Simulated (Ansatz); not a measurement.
The starting structures come from a database of crystals and need not be the phases stable at ambient conditions.

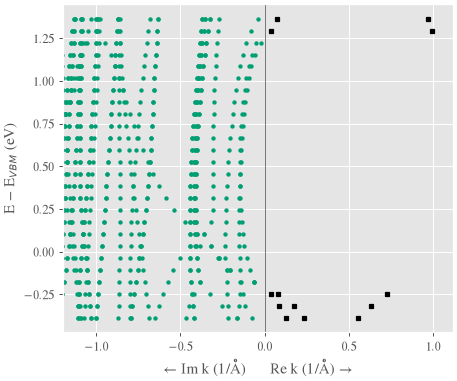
Figure. Complex bands at the centre of the two-dimensional zone; PBEsol (Ansatz, a first-principles code)

No gap correction and no spin-orbit coupling; mid-gap values are interpolated between computed energies.

Q: This is K$_{3}$Ag$_{3}$As$_{2}$ (R-3m, not sure to be the ambient phase, 8 atoms a cell, 27.7 Å³ an atom) along the normal of (110). Read off the slowest decay at the centre of the two-dimensional zone at 0.53 eV, the computed energy nearest the middle of the gap.

A: κ ≈ 0.14 1/Å, a decay length 1/(2κ) of the density of 3.5 Å.
